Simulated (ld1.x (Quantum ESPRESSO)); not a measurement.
**Pseudopotential generation for Se**

System: selenium (Se, Z = 34), core [Ar] 3d10, reference valence 4s2 4p4, valence charge 6.
Method: TM potential, PBE, scalar-relativistic, made with ld1.x (Quantum ESPRESSO) 7.5.

**Summary**

- outcome: generated
- cutoffs needed: 90 Ry and 180 Ry (the cutoffs, on a coarse ladder, from which the occupation-weighted sum of valence levels, in a spherical-Bessel basis at the reference potential, stays within 10 and 1 mRy of its value at 400 Ry); ghost states and empty shells don't enter this sum
- ghost test: no ghost state below the valence levels in the s, p, d, f channels (spherical-Bessel basis up to 400 Ry, 20 bohr box)
- largest excitation error: +87 meV (all-electron minus pseudo) for 4s0 4p6, out of 7 test configurations
- range over which the phases arctan(r u′/u) at the test radius agree within 0.05 rad (a looser test near the poles than one of phase shifts): s: up to about 2.3 Ry; p: up to about 4.2 Ry; d: up to about 1.0 Ry
- hardware: 1 CPU thread, shared host
- wall time: 2.9 s

**Remarks**

The scattering phases part by more than π/2 and stay apart in s from about 4.0 Ry: a level there is either far displaced or one that only the pseudo-atom has.

**The input**
```
 &input
   title='Se', zed=34., rel=1, dft='PBE', iswitch=3,
   config='[Ar] 3d10 4s2 4p4 4d-2',
   nld=3, rlderiv=2.10, eminld=-3.0, emaxld=5.0, deld=0.02
 /
 &inputp
   pseudotype=2, tm=.true., lloc=-1, rcloc=1.94,
   nlcc=.false.,
   file_pseudopw='Se.UPF', file_wfcaegen='ae.wfc', file_wfcncgen='nc.wfc', file_beta='beta', file_chi='chi'
 /
3
4S  1  0   2.00   0.00  1.15  1.15  0.0
4P  2  1   4.00   0.00  1.70  1.70  0.0
4D  3  2  -2.00  -0.15  1.75  1.75  0.0
 &test
   configts(1)='4s2 4p4'
 /
```

**Input of the test run**
```
 &input
   title='Se', zed=34., rel=1, dft='PBE', iswitch=2,
   config='[Ar] 3d10 4s2 4p4 4d-2'
 /
 &test
   file_pseudo='Se.UPF', nconf=8,
   configts(1)='4s2 4p4',
   configts(2)='4s2 4p3',
   configts(3)='4s2 4p2',
   configts(4)='4s2 4p1',
   configts(5)='4s1 4p4',
   configts(6)='4s0 4p6',
   configts(7)='4s2 4p3.5',
   configts(8)='4s2 4p0'
 /
```

Launched with:
```bash
ld1.x < Se.in > Se.out
```

**The program's output**
```
     Program LD1 v.7.5
     --------------------------- All-electron run ----------------------------

     Se
     scalar relativistic calculation

     atomic number is 34.00
     dft =PBE   lsd =0 sic =0 latt =0  beta=0.20 tr2=1.0E-14
     Exchange-correlation= PBE
                           (   1   4   3   4   0   0   0)
     mesh =1211 r(mesh) =  99.34906 a.u. xmin = -7.00 dx = 0.01250
     1 Ry =  13.60569312 eV, c = 137.03599908

     n l     nl                  e(Ry)          e(Ha)          e(eV)
     1 0     1S 1( 2.00)      -919.1109      -459.5554    -12505.1404
     2 0     2S 1( 2.00)      -118.1270       -59.0635     -1607.1992
     2 1     2P 1( 6.00)      -103.8987       -51.9494     -1413.6139
     3 0     3S 1( 2.00)       -15.6929        -7.8465      -213.5132
     3 1     3P 1( 6.00)       -11.2438        -5.6219      -152.9802
     3 2     3D 1(10.00)        -3.9046        -1.9523       -53.1252
     4 0     4S 1( 2.00)        -1.2706        -0.6353       -17.2871
     4 1     4P 1( 4.00)        -0.4786        -0.2393        -6.5114

     final scf error:  7.1E-15 reached in  37 iterations

     Etot =   -4859.930912 Ry,   -2429.965456 Ha,  -66122.728588 eV

     Ekin =    4959.210068 Ry,    2479.605034 Ha,   67473.490323 eV
     Encl =  -11716.142983 Ry,   -5858.071491 Ha, -159406.246009 eV
     Eh   =    2072.608841 Ry,    1036.304420 Ha,   28199.279851 eV
     Exc  =    -175.606838 Ry,     -87.803419 Ha,   -2389.252753 eV

     normalization and overlap integrals

     s(1S/1S) =  1.000000  <r> =   0.0441  <r2> =    0.0026  r(max) =   0.0287
     s(2S/2S) =  1.000000  <r> =   0.1959  <r2> =    0.0453  r(max) =   0.1651
     s(2P/2P) =  1.000000  <r> =   0.1711  <r2> =    0.0359  r(max) =   0.1318
     s(3S/3S) =  1.000000  <r> =   0.5740  <r2> =    0.3794  r(max) =   0.5021
     s(3P/3P) =  1.000000  <r> =   0.5896  <r2> =    0.4078  r(max) =   0.5021
     s(3D/3D) =  1.000000  <r> =   0.6306  <r2> =    0.4978  r(max) =   0.4544
     s(4S/4S) =  1.000000  <r> =   1.7954  <r2> =    3.7077  r(max) =   1.5085
     s(4P/4P) =  1.000000  <r> =   2.3024  <r2> =    6.2781  r(max) =   1.8196

     ------------------------ End of All-electron run ------------------------

     --------------------- Generating NC pseudopotential ---------------------

      Generating local potential from pseudized AE potential:
      Matching radius rcloc =   1.9400

      Local pseudo, rcloc= 1.961 Estimated cut-off energy=     6.45 Ry

      Wfc   4S  rcut= 1.160  Using Troullier-Martins method

      Wfc   4P  rcut= 1.688  Using Troullier-Martins method

      Wfc   4D  rcut= 1.731  Using Troullier-Martins method

     ------------------- End of pseudopotential generation -------------------

     --------------------------- All-electron run ----------------------------

     Se
     scalar relativistic calculation

     atomic number is 34.00
     dft =PBE   lsd =0 sic =0 latt =0  beta=0.20 tr2=1.0E-14
     Exchange-correlation= PBE
                           (   1   4   3   4   0   0   0)
     mesh =1211 r(mesh) =  99.34906 a.u. xmin = -7.00 dx = 0.01250
     1 Ry =  13.60569312 eV, c = 137.03599908

     n l     nl                  e(Ry)          e(Ha)          e(eV)
     1 0     1S 1( 2.00)      -919.1109      -459.5554    -12505.1404
     2 0     2S 1( 2.00)      -118.1270       -59.0635     -1607.1992
     2 1     2P 1( 6.00)      -103.8987       -51.9494     -1413.6139
     3 0     3S 1( 2.00)       -15.6929        -7.8465      -213.5132
     3 1     3P 1( 6.00)       -11.2438        -5.6219      -152.9802
     3 2     3D 1(10.00)        -3.9046        -1.9523       -53.1252
     4 0     4S 1( 2.00)        -1.2706        -0.6353       -17.2871
     4 1     4P 1( 4.00)        -0.4786        -0.2393        -6.5114

     final scf error:  7.1E-15 reached in  37 iterations

     Etot =   -4859.930912 Ry,   -2429.965456 Ha,  -66122.728588 eV

     Ekin =    4959.210068 Ry,    2479.605034 Ha,   67473.490323 eV
     Encl =  -11716.142983 Ry,   -5858.071491 Ha, -159406.246009 eV
     Eh   =    2072.608841 Ry,    1036.304420 Ha,   28199.279851 eV
     Exc  =    -175.606838 Ry,     -87.803419 Ha,   -2389.252753 eV

     normalization and overlap integrals

     s(1S/1S) =  1.000000  <r> =   0.0441  <r2> =    0.0026  r(max) =   0.0287
     s(2S/2S) =  1.000000  <r> =   0.1959  <r2> =    0.0453  r(max) =   0.1651
     s(2P/2P) =  1.000000  <r> =   0.1711  <r2> =    0.0359  r(max) =   0.1318
     s(3S/3S) =  1.000000  <r> =   0.5740  <r2> =    0.3794  r(max) =   0.5021
     s(3P/3P) =  1.000000  <r> =   0.5896  <r2> =    0.4078  r(max) =   0.5021
     s(3D/3D) =  1.000000  <r> =   0.6306  <r2> =    0.4978  r(max) =   0.4544
     s(4S/4S) =  1.000000  <r> =   1.7954  <r2> =    3.7077  r(max) =   1.5085
     s(4P/4P) =  1.000000  <r> =   2.3024  <r2> =    6.2781  r(max) =   1.8196

     ------------------------ End of All-electron run ------------------------

     Computing logarithmic derivative in   2.10099
     Computing logarithmic derivative in   2.10099
     Computing the partial wave expansion
     R is outside the sphere for l=    0 j= 0.00
     R is outside the sphere for l=    1 j= 0.00
     R is outside the sphere for l=    2 j= 0.00

     ---------------------- Testing the pseudopotential ----------------------

     Se
     scalar relativistic calculation

     atomic number is 34.00   valence charge is  6.00
     dft =PBE   lsd =0 sic =0 latt =0  beta=0.20 tr2=1.0E-14
     mesh =1211 r(mesh) =  99.34906 xmin = -7.00 dx = 0.01250

     n l     nl             e AE (Ry)        e PS (Ry)    De AE-PS (Ry)
     1 0     4S   1( 2.00)       -1.27058       -1.27057       -0.00001
     2 1     4P   1( 4.00)       -0.47858       -0.47858        0.00000

     eps = 1.4E-16  iter =  4

     Etot =   -4859.930912 Ry,   -2429.965456 Ha,  -66122.728588 eV
     Etotps =   -18.633344 Ry,      -9.316672 Ha,    -253.519559 eV

     Ekin =       6.158740 Ry,       3.079370 Ha,      83.793925 eV
     Encl =     -38.605403 Ry,     -19.302702 Ha,    -525.253272 eV
     Ehrt =      15.303433 Ry,       7.651717 Ha,     208.213814 eV
     Ecxc =      -3.841958 Ry,      -1.920979 Ha,     -52.272507 eV
     Epseu=       2.351845 Ry,       1.175922 Ha,      31.998481 eV

     ---------------------- End of pseudopotential test ----------------------
```

**Output of the test run (extracts)**
```
     ---------------------- Testing the pseudopotential ----------------------

     Se
     scalar relativistic calculation

     atomic number is 34.00   valence charge is  6.00
     dft =PBE   lsd =0 sic =0 latt =0  beta=0.20 tr2=1.0E-14
     mesh =1211 r(mesh) =  99.34906 xmin = -7.00 dx = 0.01250

     n l     nl             e AE (Ry)        e PS (Ry)    De AE-PS (Ry)
     1 0     4S   1( 2.00)       -1.27058       -1.27057       -0.00001
     2 1     4P   1( 4.00)       -0.47858       -0.47858        0.00000

     eps = 1.9E-15  iter =  4

     Etot =   -4859.930912 Ry,   -2429.965456 Ha,  -66122.728588 eV
     Etotps =   -18.633344 Ry,      -9.316672 Ha,    -253.519561 eV

     Ekin =       6.158740 Ry,       3.079370 Ha,      83.793923 eV
     Encl =     -38.605403 Ry,     -19.302702 Ha,    -525.253271 eV
     Ehrt =      15.303433 Ry,       7.651717 Ha,     208.213813 eV
     Ecxc =      -3.841958 Ry,      -1.920979 Ha,     -52.272507 eV
     Epseu=       2.351845 Ry,       1.175922 Ha,      31.998480 eV

     ---------------------- End of pseudopotential test ----------------------

     ---------------------- Testing the pseudopotential ----------------------

     Se
     scalar relativistic calculation

     atomic number is 34.00   valence charge is  6.00
     dft =PBE   lsd =0 sic =0 latt =0  beta=0.20 tr2=1.0E-14
     mesh =1211 r(mesh) =  99.34906 xmin = -7.00 dx = 0.01250

     n l     nl             e AE (Ry)        e PS (Ry)    De AE-PS (Ry)
     1 0     4S   1( 2.00)       -1.97407       -1.97423        0.00016
     2 1     4P   1( 3.00)       -1.13236       -1.13244        0.00008

     eps = 2.6E-15  iter =  9

     Etot =   -4859.133820 Ry,   -2429.566910 Ha,  -66111.883602 eV
     Etotps =   -17.836104 Ry,      -8.918052 Ha,    -242.672555 eV
     dEtot_ae =       0.797092 Ry
     dEtot_ps =       0.797240 Ry,   Delta E=      -0.000148 Ry

     Ekin =       5.654884 Ry,       2.827442 Ha,      76.938612 eV
     Encl =     -33.996943 Ry,     -16.998472 Ha,    -462.551977 eV
     Ehrt =      11.442893 Ry,       5.721446 Ha,     155.688484 eV
     Ecxc =      -3.267442 Ry,      -1.633721 Ha,     -44.455807 eV
     Epseu=       2.330505 Ry,       1.165252 Ha,      31.708133 eV

     ---------------------- End of pseudopotential test ----------------------

     ---------------------- Testing the pseudopotential ----------------------

     Se
     scalar relativistic calculation

     atomic number is 34.00   valence charge is  6.00
     dft =PBE   lsd =0 sic =0 latt =0  beta=0.20 tr2=1.0E-14
     mesh =1211 r(mesh) =  99.34906 xmin = -7.00 dx = 0.01250

     n l     nl             e AE (Ry)        e PS (Ry)    De AE-PS (Ry)
     1 0     4S   1( 2.00)       -2.76610       -2.76669        0.00059
     2 1     4P   1( 2.00)       -1.87154       -1.87176        0.00022

     eps = 5.8E-15  iter = 11

     Etot =   -4857.638255 Ry,   -2428.819128 Ha,  -66091.535400 eV
     Etotps =   -16.340139 Ry,      -8.170070 Ha,    -222.318921 eV
     dEtot_ae =       2.292657 Ry
     dEtot_ps =       2.293205 Ry,   Delta E=      -0.000548 Ry

     Ekin =       4.835305 Ry,       2.417653 Ha,      65.787681 eV
     Encl =     -28.626370 Ry,     -14.313185 Ha,    -389.481610 eV
     Ehrt =       7.820973 Ry,       3.910486 Ha,     106.409756 eV
     Ecxc =      -2.615578 Ry,      -1.307789 Ha,     -35.586748 eV
     Epseu=       2.245531 Ry,       1.122765 Ha,      30.552000 eV

     ---------------------- End of pseudopotential test ----------------------

     ---------------------- Testing the pseudopotential ----------------------

     Se
     scalar relativistic calculation

     atomic number is 34.00   valence charge is  6.00
     dft =PBE   lsd =0 sic =0 latt =0  beta=0.20 tr2=1.0E-14
     mesh =1211 r(mesh) =  99.34906 xmin = -7.00 dx = 0.01250

     n l     nl             e AE (Ry)        e PS (Ry)    De AE-PS (Ry)
     1 0     4S   1( 2.00)       -3.62504       -3.62545        0.00041
     2 1     4P   1( 1.00)       -2.67637       -2.67562       -0.00075

     eps = 9.2E-15  iter = 18

     Etot =   -4855.369484 Ry,   -2427.684742 Ha,  -66060.667193 eV
     Etotps =   -14.071070 Ry,      -7.035535 Ha,    -191.446666 eV
     dEtot_ae =       4.561428 Ry
     dEtot_ps =       4.562274 Ry,   Delta E=      -0.000845 Ry

     Ekin =       3.706137 Ry,       1.853068 Ha,      50.424557 eV
     Encl =     -22.625362 Ry,     -11.312681 Ha,    -307.833737 eV
     Ehrt =       4.697985 Ry,       2.348993 Ha,      63.919348 eV
     Ecxc =      -1.926958 Ry,      -0.963479 Ha,     -26.217603 eV
     Epseu=       2.077128 Ry,       1.038564 Ha,      28.260769 eV

     ---------------------- End of pseudopotential test ----------------------

     ---------------------- Testing the pseudopotential ----------------------

     Se
     scalar relativistic calculation

     atomic number is 34.00   valence charge is  6.00
     dft =PBE   lsd =0 sic =0 latt =0  beta=0.20 tr2=1.0E-14
     mesh =1211 r(mesh) =  99.34906 xmin = -7.00 dx = 0.01250

     n l     nl             e AE (Ry)        e PS (Ry)    De AE-PS (Ry)
     1 0     4S   1( 1.00)       -2.03685       -2.03434       -0.00250
     2 1     4P   1( 4.00)       -1.18268       -1.18278        0.00010

     eps = 1.7E-16  iter = 11

     Etot =   -4858.285861 Ry,   -2429.142930 Ha,  -66100.346523 eV
     Etotps =   -16.989121 Ry,      -8.494561 Ha,    -231.148768 eV
     dEtot_ae =       1.645051 Ry
     dEtot_ps =       1.644223 Ry,   Delta E=       0.000829 Ry

     Ekin =       6.161511 Ry,       3.080756 Ha,      83.831630 eV
     Encl =     -33.191117 Ry,     -16.595559 Ha,    -451.588154 eV
     Ehrt =      11.155103 Ry,       5.577552 Ha,     151.772909 eV
     Ecxc =      -3.191909 Ry,      -1.595954 Ha,     -43.428133 eV
     Epseu=       2.077291 Ry,       1.038645 Ha,      28.262979 eV

     ---------------------- End of pseudopotential test ----------------------

     ---------------------- Testing the pseudopotential ----------------------

     Se
     scalar relativistic calculation

     atomic number is 34.00   valence charge is  6.00
     dft =PBE   lsd =0 sic =0 latt =0  beta=0.20 tr2=1.0E-14
     mesh =1211 r(mesh) =  99.34906 xmin = -7.00 dx = 0.01250

     n l     nl             e AE (Ry)        e PS (Ry)    De AE-PS (Ry)
     1 0     4S   1( 0.00)       -1.38798       -1.38121       -0.00677  !
     2 1     4P   1( 6.00)       -0.56637       -0.56585       -0.00052

     eps = 9.9E-15  iter =  9

     Etot =   -4858.316587 Ry,   -2429.158293 Ha,  -66100.764575 eV
     Etotps =   -17.025387 Ry,      -8.512694 Ha,    -231.642193 eV
     dEtot_ae =       1.614325 Ry
     dEtot_ps =       1.607957 Ry,   Delta E=       0.006368 Ry

     Ekin =       7.153772 Ry,       3.576886 Ha,      97.332028 eV
     Encl =     -37.058464 Ry,     -18.529232 Ha,    -504.206092 eV
     Ehrt =      14.719995 Ry,       7.359997 Ha,     200.275734 eV
     Ecxc =      -3.717247 Ry,      -1.858623 Ha,     -50.575722 eV
     Epseu=       1.876557 Ry,       0.938278 Ha,      25.531858 eV

     ---------------------- End of pseudopotential test ----------------------

     ---------------------- Testing the pseudopotential ----------------------

     Se
     scalar relativistic calculation

     atomic number is 34.00   valence charge is  6.00
     dft =PBE   lsd =0 sic =0 latt =0  beta=0.20 tr2=1.0E-14
     mesh =1211 r(mesh) =  99.34906 xmin = -7.00 dx = 0.01250

     n l     nl             e AE (Ry)        e PS (Ry)    De AE-PS (Ry)
     1 0     4S   1( 2.00)       -1.60936       -1.60940        0.00004
     2 1     4P   1( 3.50)       -0.79310       -0.79312        0.00002

     eps = 7.3E-15  iter = 10

     Etot =   -4859.614169 Ry,   -2429.807084 Ha,  -66118.419074 eV
     Etotps =   -18.316548 Ry,      -9.158274 Ha,    -249.209324 eV
     dEtot_ae =       0.316743 Ry
     dEtot_ps =       0.316797 Ry,   Delta E=      -0.000053 Ry

     Ekin =       5.946674 Ry,       2.973337 Ha,      80.908620 eV
     Encl =     -36.408109 Ry,     -18.204055 Ha,    -495.357560 eV
     Ehrt =      13.364554 Ry,       6.682277 Ha,     181.834025 eV
     Ecxc =      -3.567406 Ry,      -1.783703 Ha,     -48.537035 eV
     Epseu=       2.347740 Ry,       1.173870 Ha,      31.942625 eV

     ---------------------- End of pseudopotential test ----------------------

     ---------------------- Testing the pseudopotential ----------------------

     Se
     scalar relativistic calculation

     atomic number is 34.00   valence charge is  6.00
     dft =PBE   lsd =0 sic =0 latt =0  beta=0.20 tr2=1.0E-14
     mesh =1211 r(mesh) =  99.34906 xmin = -7.00 dx = 0.01250

     n l     nl             e AE (Ry)        e PS (Ry)    De AE-PS (Ry)
     1 0     4S   1( 2.00)       -4.53649       -4.53133       -0.00516  !
     2 1     4P   1( 0.00)       -3.53323       -3.52465       -0.00858  !

     eps = 4.2E-16  iter = 12

     Etot =   -4852.269044 Ry,   -2426.134522 Ha,  -66018.483566 eV
     Etotps =   -10.973696 Ry,      -5.486848 Ha,    -149.304746 eV
     dEtot_ae =       7.661868 Ry
     dEtot_ps =       7.659648 Ry,   Delta E=       0.002220 Ry

     Ekin =       2.274814 Ry,       1.137407 Ha,      30.950416 eV
     Encl =     -16.080129 Ry,      -8.040064 Ha,    -218.781299 eV
     Ehrt =       2.262340 Ry,       1.131170 Ha,      30.780703 eV
     Ecxc =      -1.239998 Ry,      -0.619999 Ha,     -16.871029 eV
     Epseu=       1.809277 Ry,       0.904638 Ha,      24.616463 eV

     ---------------------- End of pseudopotential test ----------------------
```

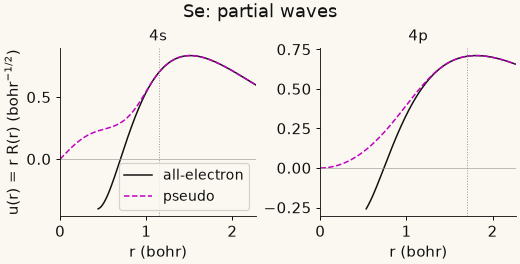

Fig. 1: Partial waves u(r) = r R(r), all-electron (solid) and pseudo (dashed). Dotted lines mark the matching radii. The innermost oscillations of some all-electron curves aren't drawn. Pseudo-waves: 4s has no node; 4p has no node.

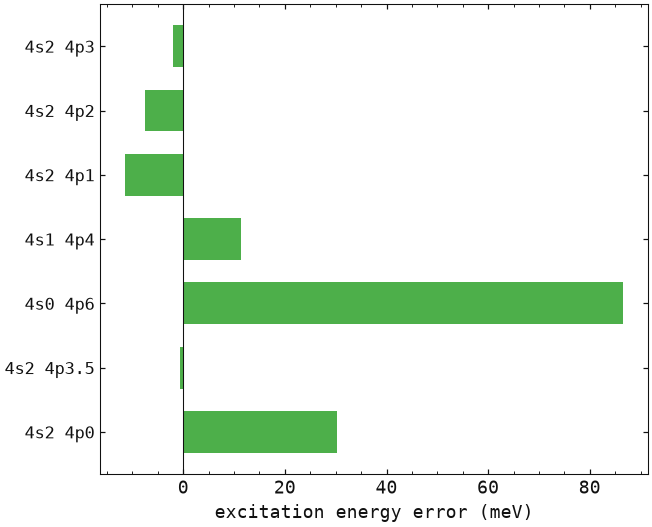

Fig. 2: Errors, all-electron minus pseudo, of the energies of valence configurations relative to the unpolarised reference 4s2 4p4.

- Worst configuration: 4s0 4p6 (neutral): the error is +87 meV on an all-electron energy of +21.96 eV relative to the reference, or 0.39 %.
- Errors in meV: 4s2 4p3: -2.0; 4s2 4p2: -7.5; 4s2 4p1: -11; 4s1 4p4: +11; 4s0 4p6: +87; 4s2 4p3.5: -0.7; 4s2 4p0: +30.
- Configurations within 10 meV and within 50 meV: 3 and 6 of 7.

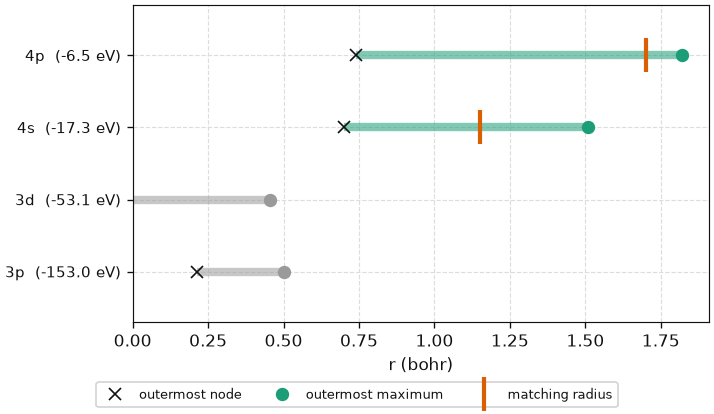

Fig. 3: Outer shells of the all-electron reference atom: each bar runs from the outermost node (or the nucleus) to the outermost maximum of u(r); the tick is the radius chosen for the pseudo-wave. Shells without a tick have no pseudo-wave of their own. Levels, nodes and maxima are from ld1.x, scalar-relativistic.

- Radii against the shells: 4s: 1.15 bohr, between node and maximum; 4p: 1.70 bohr, between node and maximum.

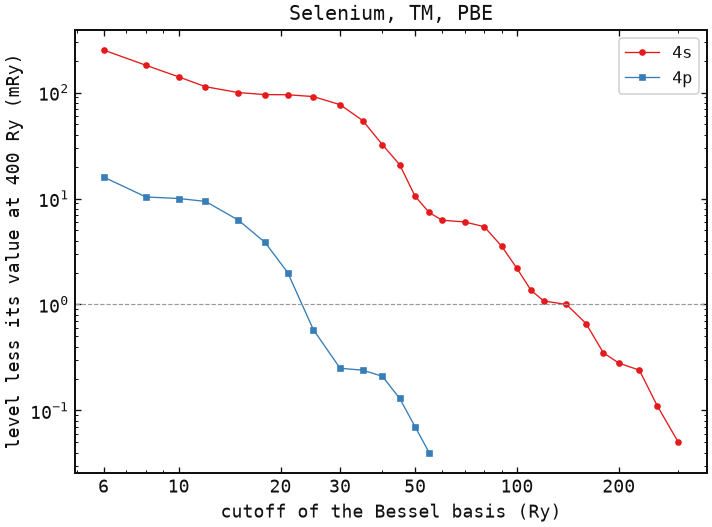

Fig. 4: The pseudo-atom Hamiltonian at the reference potential is diagonalised in spherical Bessel functions (20 bohr box) up to the cutoff. Curves: distance of each valence level from its value at 400 Ry.

- Hardest occupied shell: 4s: its level needs 140 Ry to come within 1 mRy, against 25 Ry for 4p.
- Cutoffs for 10 and 1 mRy in the occupation-weighted sum of levels: 90 Ry and 180 Ry, on the ladder of cutoffs that was run.
- Cutoffs from which each level stays within 1 mRy: 4s: 140 Ry; 4p: 25 Ry.
